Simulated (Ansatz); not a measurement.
## Screening in GeH5CI3N2 (CH(NH2)2GeI3)

Wanted: ε∞ of GeH5CI3N2 (CH(NH2)2GeI3) from perturbation theory and the RPA step of G0W0, with cost.

Method: linear response on PBE, plane waves, PAW, in Ansatz 0.2.0.

The structure was built from a prototype and need not be the compound's stable phase.

In doubt: the program warns that the response may not be converged on this k-mesh (step 2), which bears on dielectric and field responses.

### 1. Starting point

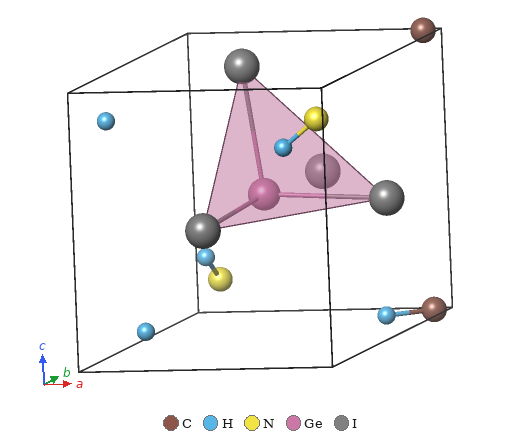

The cell as given, slightly off an axis (carbon brown, hydrogen blue, nitrogen yellow, germanium pink, iodine grey). Bonds to atoms that aren't drawn are left out. Some periodic images of atoms are drawn too.

The structure was relaxed with PBE-D3(BJ). The runs that relaxed it are not among those shown. Spin-orbit coupling is left out unless a step names it.

### 2. Response to a homogeneous field

ε∞ sets how strongly the crystal screens. Perturbation theory gives it with local fields and without a sum over empty bands.

This step: dielectric response by perturbation theory, PBE, plane waves, PAW; PAW set soft_1.

input.yaml

```yaml
crystal:
  lattice:
    - [6.2426137081, -0.3443275199, 0.4347831511]
    - [-0.3443275199, 6.2402452605, -0.2809554538]
    - [0.4347831511, -0.2809554538, 6.167609325]
  atoms:
    - { symbol: C, position: [-0.0492809021, 0.9526303513, 0.0035782316] }
    - { symbol: H, position: [-0.1702687633, 0.8124871798, 0.0144984382] }
    - { symbol: "N", position: [0.9282474159, 0.0968389941, 0.8696992283] }
    - { symbol: "N", position: [0.1078122436, -0.0347414838, 0.1247833199] }
    - { symbol: H, position: [0.8054394521, 1.0719696822, -0.2256096269] }
    - { symbol: H, position: [0.1103539889, 0.8485623988, 0.2291842558] }
    - { symbol: H, position: [1.0348900245, 0.2315550375, 0.8495162952] }
    - { symbol: H, position: [0.2267996913, 0.0914858156, 1.121637322] }
    - { symbol: Ge, position: [0.545235766, 0.4425746641, 0.5334087402] }
    - { symbol: I, position: [0.4580414767, 0.4824488501, -0.0157041641] }
    - { symbol: I, position: [0.5123656971, -0.0020323141, 0.4973282727] }
    - { symbol: I, position: [-0.0106998495, 0.5205528182, 0.4949196644] }
kpoints:
  mp_grid: { grid: [4, 4, 4] }
hamiltonian:
  xc: pbe
  pseudopotentials: { kind: paw, azcp: { folder: soft_1 } }
scf:
  occupations: { method: fixed }
dielectric: {}
```

The run is started by

```sh
$ ansatz run input.yaml --threads 2 --pin off --max-ram 92160MiB --backend cuda --events-out ev --progress --plain --runs-dir out --devices 1 --max-vram 13GiB
```

Numbers of over 12 decimals in the logs are rounded to 6 here.

Output:

```text
GPUs: using 1 of 1 available (devices: 1).
Engine: ansatz 0.2.0, x86_64-unknown-linux-gnu
Pseudopotentials: kind: paw
Pseudopotential: C, paw, valence charge 4, recommended cutoff 420 eV (normal), soft_1/C.paw.azcp
Pseudopotential: H, paw, valence charge 1, recommended cutoff 420 eV (normal), soft_1/H.paw.azcp
Pseudopotential: N, paw, valence charge 5, recommended cutoff 420 eV (normal), soft_1/N.paw.azcp
Pseudopotential: Ge, paw, valence charge 14, recommended cutoff 420 eV (normal), soft_1/Ge.paw.azcp
Pseudopotential: I, paw, valence charge 17, recommended cutoff 420 eV (normal), soft_1/I.paw.azcp
Functional definition: PBE
  parameter kappa = 0.804
  parameter beta = 0.066725
  exchange = pbe_x(kappa = kappa, mu = beta*pi^2/3)
  correlation = pbe_c(beta = beta)
device memory: the entry about to start is reckoned to put 2.9 GiB on a device that reports 54.5 GiB free (of which the cap on the GPU budget leaves the run 13.0 GiB)
GPU FFT provider: cuFFT
GPU libraries: cuBLAS 13.8.2, cuFFT 12.4.0, cuSOLVER 12.3.4
Crystal: 12 atoms, lattice volume = 237.942 Å³
Basis set: ecut = 420 eV, 4659 PW (Γ), exchange–correlation on 90×90×90 points (8 copies of the dense FFT grid, shifted against one another)
Bands: 54, of which v1, the nominal top of the filled ones, is band 42 counted from 1 (41 counted from 0)
Symmetry: 1 space group operations
k-points: 36 of 64 (time reversal used)
Non-local potential: C, projectors of the file, l = 0: 2, l = 1: 2, l = 2: 1
Non-local potential: H, projectors of the file, l = 0: 2, l = 1: 1
Non-local potential: N, projectors of the file, l = 0: 2, l = 1: 2, l = 2: 1
Non-local potential: Ge, projectors of the file, l = 0: 2, l = 1: 2, l = 2: 3, l = 3: 1
Non-local potential: I, projectors of the file, l = 0: 2, l = 1: 2, l = 2: 2, l = 3: 1
PAW form: soft (Blöchl's): semilocal exchange-correlation on the pseudo side does not see the compensation charge
PAW one-centre angular grid: C, 110 points (default); XC on 64 Gauss nodes
PAW one-centre angular grid: H, 110 points (default); XC on 64 Gauss nodes
PAW one-centre angular grid: N, 110 points (default); XC on 64 Gauss nodes
PAW one-centre angular grid: Ge, 590 points (default); XC on 64 Gauss nodes
PAW one-centre angular grid: I, 590 points (default); XC on 64 Gauss nodes
Initial density: superposition of atomic densities (chi_scale 0.1, normalization cell), built separately for each of the 2 bonded fragments (scf.initial_density.interfragment_charge_transfer: auto; true builds it for the cell as a whole; a typed value also counts as a typed key of the start: scf.initial_density.chi_scale says what that changes, if anything)
Initial wavefunctions: pseudopotential atomic-orbital guess
GPU buffer pool allocated for 91125 grid points (all kernels)
GPU transforms: local potential and band sums: pruned to the plane-wave sphere, on 45×45×45
Functional: x = pbe(κ = 0.804, μ = 0.219515), c = pbe(β = 0.066725)
SCF iter   1: F=—  HF=-27938.839122 eV  |F-HF|=—  |Δ(HF+E_count)|=         —  Δρ=6.61e-2  dr2=9.83e0  ethr=3.10e-3  ⟨swp⟩=5.4  Hψ=6645  notcnv=0  defer=343
preconditioner: auto → Resta (q_TF=auto, 2.294 Å⁻¹)  ε∞=2.8  [insulator: Δε(μ)=1.208 eV  Ē_g=11.250 eV  n_scr=50 (ndim 8)  ℏωp=15.2 eV  f_vac=0.077  ε∞_Penn≈2.8]
SCF iter   2: F=—  HF=-27936.237047 eV  |F-HF|=—  |Δ(HF+E_count)|=    2.60e0  Δρ=2.87e-2  dr2=1.21e0  ethr=3.10e-3  ⟨swp⟩=3.0  Hψ=3514  notcnv=0  defer=325
SCF iter   3: F=—  HF=-27935.986850 eV  |F-HF|=—  |Δ(HF+E_count)|=   2.50e-1  Δρ=1.09e-2  dr2=2.04e-1  ethr=1.44e-3  ⟨swp⟩=2.0  Hψ=2923  notcnv=0  defer=349
SCF iter   4: F=—  HF=-27935.966626 eV  |F-HF|=—  |Δ(HF+E_count)|=   2.02e-2  Δρ=2.41e-3  dr2=1.28e-2  ethr=2.43e-4  ⟨swp⟩=2.7  Hψ=2571  notcnv=0  defer=360
SCF iter   5: F=—  HF=-27935.972324 eV  |F-HF|=—  |Δ(HF+E_count)|=   5.70e-3  Δρ=7.64e-4  dr2=1.48e-3  ethr=1.52e-5  ⟨swp⟩=2.4  Hψ=2972  notcnv=0  defer=360
SCF iter   6: F=—  HF=-27935.974387 eV  |F-HF|=—  |Δ(HF+E_count)|=   2.06e-3  Δρ=2.91e-4  dr2=2.40e-4  ethr=1.77e-6  ⟨swp⟩=2.0  Hψ=2739  notcnv=0  defer=360
SCF iter   7: F=—  HF=-27935.974390 eV  |F-HF|=—  |Δ(HF+E_count)|=   2.95e-6  Δρ=8.01e-5  dr2=1.78e-5  ethr=2.86e-7  ⟨swp⟩=2.0  Hψ=2664  notcnv=0  defer=359
SCF iter   8: F=—  HF=-27935.974335 eV  |F-HF|=—  |Δ(HF+E_count)|=   5.47e-5  Δρ=3.83e-5  dr2=4.55e-6  ethr=2.12e-8  ⟨swp⟩=2.0  Hψ=2650  notcnv=0  defer=325
SCF iter   9: F=—  HF=-27935.974534 eV  |F-HF|=—  |Δ(HF+E_count)|=   2.00e-4  Δρ=2.06e-5  dr2=1.08e-6  ethr=5.42e-9  ⟨swp⟩=2.0  Hψ=2509  notcnv=0  defer=317
SCF iter  10: F=—  HF=-27935.974535 eV  |F-HF|=—  |Δ(HF+E_count)|=   3.22e-7  Δρ=4.27e-6  dr2=6.17e-8  ethr=1.28e-9  ⟨swp⟩=2.0  Hψ=2431  notcnv=0  defer=317
SCF iter  11: F=—  HF=-27935.974535 eV  |F-HF|=—  |Δ(HF+E_count)|=   1.43e-7  Δρ=1.58e-6  dr2=9.38e-9  ethr=7.35e-11  ⟨swp⟩=2.0  Hψ=2650  notcnv=0  defer=317
SCF iter  12: F=—  HF=-27935.974535 eV  |F-HF|=—  |Δ(HF+E_count)|=   3.05e-8  Δρ=3.44e-7  dr2=4.14e-10  ethr=1.12e-11  ⟨swp⟩=2.0  Hψ=2650  notcnv=0  defer=317
SCF iter  13: F=-27935.974535 eV  HF=-27935.974535 eV  |F-HF|=2.18e-11  |Δ(HF+E_count)|=  9.68e-10  Δρ=1.48e-7  dr2=6.49e-11  ethr=1.00e-12  ⟨swp⟩=16.0  Hψ=10852  notcnv=0
SCF 1 converged in 13 iterations: F = -27935.974535 eV  dr2 = 6.49e-11
  greatest PAW one-centre occupation: 0.999 electrons in one spin orbital (limit 2), on the I atom at site 9 (counted from 0), in its partial waves of l = 2
the response reads at least the filled bands of the reference SCF and the lowest empty band at each k-point, and that SCF's band table does not vouch for those bands. The notice of the band table in this run's record says why
device memory: the entry about to start is reckoned to put 0.1 GiB (of the 0.2 GiB reckoned in all, the device holds 0.1 GiB already) on a device that reports 54.4 GiB free (of which the cap on the GPU budget leaves the run 12.9 GiB)
device memory: the entry about to start is reckoned to put 2.3 GiB (of the 2.5 GiB reckoned in all, the device holds 0.1 GiB already) on a device that reports 54.3 GiB free (of which the cap on the GPU budget leaves the run 12.8 GiB)
DFPT response loops at Γ: preconditioner auto → Resta (q_TF=auto, 2.294 Å⁻¹)  ε∞=6.2 (no band partly filled); β = 1.00, the filter's whole step (`scf.mixing.beta` (0.50) is not read by the response loops at its default; to damp them type it under 1.00, their step now; it binds the ground state too); Broyden in place of MSR1
── the response to a field inside a basis, on 10×10×10 k-points: an SCF that follows is theirs, and a resumed run solves both again ──
device memory: the entry about to start is reckoned to put 3.3 GiB on a device that reports 33.7 GiB free (of which the cap on the GPU budget leaves the run 12.8 GiB)
GPU FFT provider: cuFFT
GPU libraries: cuBLAS 13.8.2, cuFFT 12.4.0, cuSOLVER 12.3.4
Bands: 43, of which v1, the nominal top of the filled ones, is band 42 counted from 1 (41 counted from 0)
k-points: 500 of 1000 (time reversal used)
Initial density: handed on by an earlier stage of this run
Initial wavefunctions: pseudopotential atomic-orbital guess (no wavefunctions were taken with the density)
GPU buffer pool allocated for 91125 grid points (all kernels)
GPU transforms: band sums: pruned to the plane-wave sphere, on 45×45×45
Eigensolver: Dense (500 Hₖ)
SCF iter   1: F=—  HF=-27935.840222 eV  |F-HF|=—  |Δ(HF+E_count)|=         —  Δρ=3.67e-4  dr2=1.58e-4  ethr=1.00e-1
preconditioner: auto → Resta (q_TF=auto, 2.294 Å⁻¹)  ε∞=4.6  [insulator: Δε(μ)=1.600 eV  Ē_g=8.068 eV  n_scr=50 (ndim 8)  ℏωp=15.2 eV  f_vac=0.125  ε∞_Penn≈4.6]
SCF iter   2: F=—  HF=-27935.840317 eV  |F-HF|=—  |Δ(HF+E_count)|=   9.54e-5  Δρ=2.04e-4  dr2=5.68e-5  ethr=1.88e-7
SCF iter   3: F=—  HF=-27935.840362 eV  |F-HF|=—  |Δ(HF+E_count)|=   4.47e-5  Δρ=2.51e-5  dr2=1.91e-6  ethr=6.76e-8
SCF iter   4: F=—  HF=-27935.840363 eV  |F-HF|=—  |Δ(HF+E_count)|=   1.49e-6  Δρ=1.07e-5  dr2=3.19e-7  ethr=2.27e-9
SCF iter   5: F=-27935.840363 eV  HF=-27935.840363 eV  |F-HF|=4.23e-8  |Δ(HF+E_count)|=   2.29e-7  Δρ=5.85e-6  dr2=8.44e-8  ethr=3.79e-10
SCF 1 converged in 5 iterations: F = -27935.840363 eV  dr2 = 8.44e-8
  greatest PAW one-centre occupation: 0.999 electrons in one spin orbital (limit 2), on the I atom at site 11 (counted from 0), in its partial waves of l = 2
device memory: the entry about to start is reckoned to put 0.1 GiB (of the 3.0 GiB reckoned in all, the device holds 2.9 GiB already) on a device that reports 35.4 GiB free (of which the cap on the GPU budget leaves the run 10.6 GiB)
DFPT response loops at Γ: preconditioner auto → Resta (q_TF=auto, 2.294 Å⁻¹)  ε∞=6.1 (no band partly filled); β = 1.00, the filter's whole step (`scf.mixing.beta` (0.50) is not read by the response loops at its default; to damp them type it under 1.00, their step now; it binds the ground state too); Broyden in place of MSR1
WARN: field response: inside a basis, on 10×10×10 points, no mesh in reach settles it: take ε∞, Z* and everything formed from them with what they may err, as stated (eps_inf_uncertainty, zstar_uncertainty_e), and compare with field_mesh: kpoints on a denser kpoints.mp_grid
SCF converged after 13 iterations
Free energy (F): -27935.974535 eV
Harris-Foulkes:  -27935.974535 eV  (|F-HF|=2.18e-11)
Internal energy: -27935.974535 eV  (E = F + TS)
E sigma→0 (E₀):  -27935.974535 eV
Fermi energy:    3.484548 eV
--- Per-component energies (eV) ---
  E_band       = -1575.252398
  E_kinetic    = 982.182440
  E_local      = -10863.014940  (includes V_loc(G=0)·N_el)
  E_nonlocal   = 654.533299
  E_hartree    = 4813.517707
  E_xc         = -602.009155
  E_vxc        = -658.405233  (∫ρ·V_xc dr)
  E_paw        = -16717.724006  (= ΣΔE_a)
  E_vpaw       = -1317.572205  (= ΣTr[D̂ρ^β])
  E_aug_tail   = -0.010719  (compensation charges beyond the density's cutoff)
  E_ewald      = -6203.449161
  E_smearing   = -0.000000  (= −TS)
  E_closure    = -0.000000  (closes the sum)
  Σ components = -27935.974535   (vs F -27935.974535, Δ=0.00e0)
--- Band table (eV; the first three rows and the last of 36) ---
  k-point 0: bands = [... 38 lower, 2.2234, 2.4260, 2.5651, 2.6699, 6.4918, 6.8284, 7.5660, 7.6973, ... 8 higher]
  k-point 1: bands = [... 38 lower, 2.1987, 2.3082, 2.4831, 2.5520, 6.5213, 6.7528, 7.3648, 7.9597, ... 8 higher]
  k-point 2: bands = [... 38 lower, 2.0223, 2.1360, 2.4990, 2.8468, 5.9749, 6.5471, 7.3064, 8.1397, ... 8 higher]
  k-point 35: bands = [... 38 lower, 2.6058, 2.8506, 2.8823, 3.4845, 5.0625, 5.3958, 5.6285, 6.5991, ... 8 higher]
--- Dielectric response (ions clamped): 3 representative field directions + reference, inside a basis on a mesh of 1000 k-points (Σ response iterations 24) ---
  ε∞ (high-frequency dielectric tensor):
        5.021083     0.126043    -0.027444
        0.126043     5.170396    -0.085912
       -0.027444    -0.085912     5.096137
  Born effective charges Z* (e; rows j = field, columns β = displacement):
    site 0:
         1.01336   -0.49058    0.86768
        -0.53857    0.72815   -0.67473
         0.83229   -0.64919    1.59403
    site 1:
         0.23206    0.12035   -0.01448
         0.13847    0.27271    0.05019
         0.02863    0.08498    0.17751
    site 2:
        -0.84645    0.48791   -0.65159
         0.12839   -0.94964    0.40591
        -0.36267    0.68300   -1.28238
    site 3:
        -1.23039   -0.13850   -0.35717
         0.31050   -0.83935    0.47362
        -0.63893    0.21080   -1.28214
    site 4:
         0.69445   -0.04951    0.40243
        -0.17545    0.25761   -0.03435
         0.45993    0.08216    0.61752
    site 5:
         0.35298    0.03398   -0.13164
        -0.00132    0.79975   -0.33879
        -0.05903   -0.38728    0.72322
    site 6:
         0.49384    0.01451    0.04179
         0.11539    0.45511   -0.03718
        -0.08567   -0.11239    0.35943
    site 7:
         0.56590    0.25954   -0.07852
         0.18122    0.50932    0.01674
        -0.10504   -0.07314    0.38805
    site 8:
         2.65750    0.32588   -0.35466
         0.32663    2.91405    0.18168
        -0.40794    0.20158    2.70648
    site 9:
        -0.61154   -0.19910    0.36650
        -0.17615   -0.57902   -0.15817
         0.16512    0.00797   -2.90846
    site 10:
        -0.49621   -0.16950   -0.12984
         0.04783   -3.00206   -0.02878
        -0.12473   -0.22458   -0.56160
    site 11:
        -2.82549   -0.19499    0.03949
        -0.35694   -0.56662    0.14386
         0.29804    0.17609   -0.53166
  Z* charge neutrality: 1.209e-2 e pre-enforcement
  solved inside a basis spanned on kpoints, on 10×10×10 k-points, which do not settle them: ε∞ is read to err by 4.6e-2, Z* by 3.7e-2 e (field_mesh: kpoints solves on kpoints); Z* is corrected for what the basis lacks
```

It took 3.9 min on 1 × NVIDIA H100 80GB HBM3 (shared by 6 runs) with 2 threads of AMD EPYC 7R13 (Zen 3), shared host; peak memory 19 GiB; 6.8 min of CPU time.

This step gave:

```yaml
stated_error_of_eps_infinity: 0.046
```

One over ε∞ averages 0.20, somewhat under the quarter of exact exchange in PBE0.

High-frequency dielectric tensor:

```
 5.02  0.13 -0.03
 0.13  5.17 -0.09
-0.03 -0.09  5.10
```

Born effective charge (e), principal values of the symmetric part by kind of site:

```csv
atom,atoms with these values,low,middle,high,mean
C1,1,0.34,0.42,2.58,1.11
H2,1,0.10,0.19,0.40,0.23
N3,1,-1.99,-0.59,-0.50,-1.03
N4,1,-1.85,-0.92,-0.58,-1.12
H5,1,0.14,0.33,1.09,0.52
H6,1,0.31,0.44,1.13,0.63
H7,1,0.32,0.43,0.56,0.44
H8,1,0.30,0.39,0.78,0.49
Ge9,1,2.13,3.00,3.15,2.76
I10,1,-2.94,-0.77,-0.38,-1.37
I11,1,-3.01,-0.65,-0.40,-1.35
I12,1,-2.87,-0.66,-0.39,-1.31
```

In full for H5:

```
 0.69 -0.05  0.40
-0.18  0.26 -0.03
 0.46  0.08  0.62
```

### 3. RPA screening from the G0W0 run

Now the one-shot GW correction: screening in the RPA, then the self-energy of the levels asked for. This step takes PAW set soft_1 files.

This step: G0W0 on PBE, plane waves, PAW; PAW set soft_1.

Changes to input.yaml since step 2:

```diff
@@ -25,2 +25,7 @@
   occupations: { method: fixed }
-dielectric: {}
+gw:
+  n_empty_bands: 800
+  ecut_chi: 130.0
+  qp_bands: [v4, c4]
+  qp_kpoints: band_edges
+  screening: { model: contour_deformation }
```

Output:

```text
GPUs: using 1 of 1 available (devices: 1).
[...]
GPU FFT provider: cuFFT
GPU libraries: cuBLAS 13.8.2, cuFFT 12.4.0, cuSOLVER 12.3.4
Crystal: 12 atoms, lattice volume = 237.942 Å³
Basis set: ecut = 420 eV, 4659 PW (Γ)
Bands: 54, of which v1, the nominal top of the filled ones, is band 42 counted from 1 (41 counted from 0)
Symmetry: 1 space group operations
[...]
k-points: 36 of 64 (time reversal used)
[...]
0    46      7.6973    -7.3550    -4.0558   -11.7684  0.7451     8.0597     8.0549  root
[...]
35    43      5.0625    -8.4351    -3.2005   -11.8098  0.7671     5.2372     5.2367  root
    35    44      5.3958    -7.8795    -3.3802   -11.5018  0.7684     5.6391     5.6379  root
    35    45      5.6286    -7.8571    -3.4225   -11.5238  0.7673     5.8740     5.8727  root
    35    46      6.5992    -9.0121    -4.2893   -14.6223  0.7596     7.9763     7.9200  root
[key lines of the parts left out:]
SCF converged after 10 iterations
Free energy (F): -27935.974601 eV
Fermi energy:    3.484565 eV
```

It took 6.7 min on 1 × NVIDIA H100 80GB HBM3 (shared by 6 runs) with 2 threads; peak memory 7.5 GiB.

This step gave:

| Item | Value |
| --- | --- |
| bands summed | 842 |
| RPA ε∞ on this mesh (eigenvalues) | 4.958, 5.115, 5.507 |
| plane waves in the screening matrix | 809 |
| G0W0 gap on the mesh | 2.432 eV |
| k of the valence top | -0.5, -0.5, -0.5 |
| k of the conduction bottom | -0.5, -0.5, -0.5 |
| starting gap on the mesh | 1.578 eV |
| least direct G0W0 gap on the computed points | 2.432 eV |

The gap on the mesh goes from 1.58 eV to 2.43 eV, a correction of +0.85 eV. Between the two edge states, bare exchange in place of the xc potential would open the gap by 4.60 eV, and correlation takes back 3.74 eV.

Mean over the mesh in bins of 0.25 1/Å. Static inverse dielectric function, diagonal against length of q+G:

```csv
length of q+G (Å⁻¹),"static inverse dielectric function, diagonal"
0.30,0.264
0.52,0.321
0.78,0.393
1.02,0.464
1.27,0.532
1.51,0.599
1.76,0.662
2.01,0.717
2.26,0.763
2.51,0.800
2.76,0.831
3.01,0.857
3.25,0.879
3.50,0.900
3.75,0.917
4.00,0.931
4.25,0.943
4.50,0.953
4.75,0.961
5.00,0.968
5.25,0.974
5.50,0.979
5.73,0.983
```

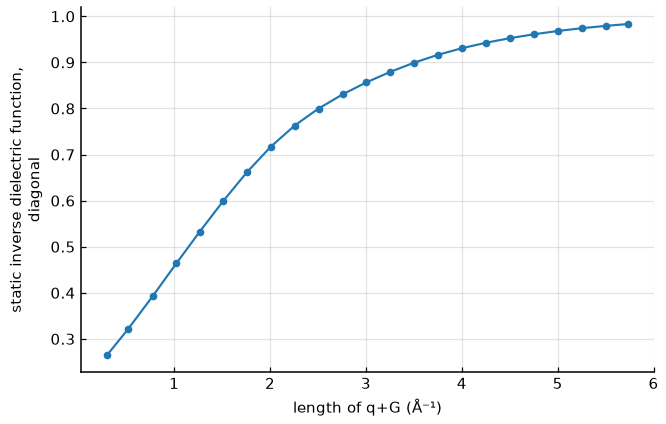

Static inverse dielectric function, diagonal, plotted against length of q+G.

### 4. The values together

Times are wall times on 1 × NVIDIA H100 80GB HBM3 (shared by 6 runs) with 2 threads of AMD EPYC 7R13 (Zen 3), shared host, good to a factor of about two.

```csv
method,mesh,"ε∞, low",middle,high,mean,time
perturbation theory (local fields and xc kernel),4×4×4 (response on 1000 points),4.95,5.06,5.28,5.10,3.9 min
"RPA with local fields, on the GW mesh",4×4×4,4.96,5.12,5.51,5.19,6.7 min
```

### 5. Summary of results

* perturbation theory (local fields and xc kernel): 4.95, 5.06, 5.28
* RPA with local fields, on the GW mesh: 4.96, 5.12, 5.51

What this shows: Mean Born effective charge: C1 1.11, H2 0.23, N3 -1.03, N4 -1.12, H5 0.52, H6 0.63 e. The RPA values on the 4×4×4 mesh average 1.02 times those of perturbation theory (means 5.19 and 5.10). Without the xc kernel RPA should lie a little lower; it lies higher here. Perturbation theory sums its response on a denser mesh of its own, so the coarser sum of the GW run is the likely cause. PBE usually puts the gap too low, which tends to raise ε∞. Ions are clamped, so the lattice part of the static constant is not in these numbers.

[Paths, hosts, dates, memory and timing lines, banners, echoed tables and standing remarks are left out of the program output.]

[Logs are printed without paths, hosts, clocks, repeated set-up lines and the standing remarks that a program may print on its own settings, such as how far it seeks lower states.]

[Runs of the session that timed out or met a known fault of the program may be left out.]

[Cells called generated may have been cut or substituted from an entry of the Crystallography Open Database or the Materials Project.]

[Hosts, paths, dates, database ids (printed as entryN), source tags and the programs' standing remarks are cut or masked in the printed files.]
